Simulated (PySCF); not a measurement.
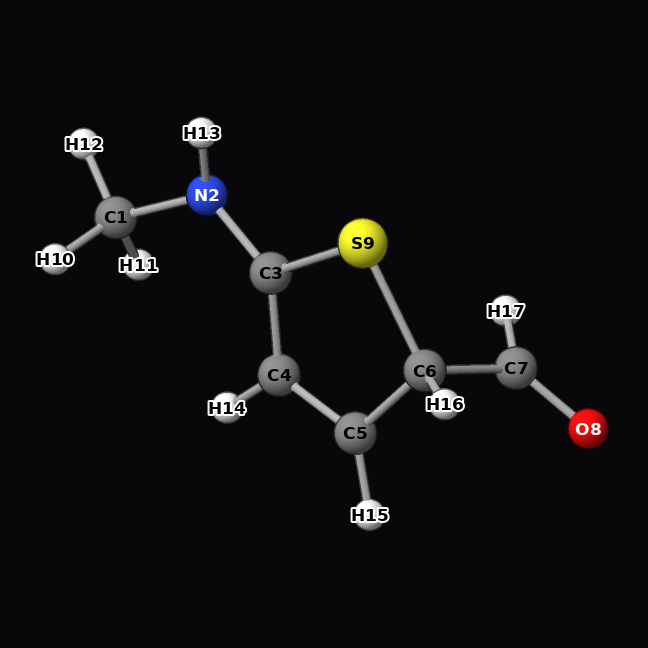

The questions are on Mulliken spin populations. Charge 0, doublet. The computed structure is the end point of a GFN2-xTB optimisation. No frequency run is at hand to confirm it as a minimum. Level of theory: UKS B3LYP, pcH-1 on C H N O S, non-relativistic (PySCF 2.14.0).

> Which atom carries the largest spin population?

C5 (0.54 e).

> Which atom has the lowest spin population?

C4 (−0.11 e); a negative value comes from spin polarisation.

Give the Mulliken spin populations atom by atom.

| atom | value (e) |
| --- | --- |
| C1 | −0.01 |
| N2 | 0.09 |
| C3 | 0.33 |
| C4 | −0.11 |
| C5 | 0.54 |
| C6 | −0.05 |
| C7 | 0.04 |
| O8 | 0.07 |
| S9 | 0.07 |
| H10 | 0.01 |
| H11 | 0.00 |
| H12 | 0.00 |
| H13 | 0.00 |
| H14 | 0.00 |
| H15 | −0.03 |
| H16 | 0.02 |
| H17 | 0.00 |

Mulliken values depend strongly on the basis set.
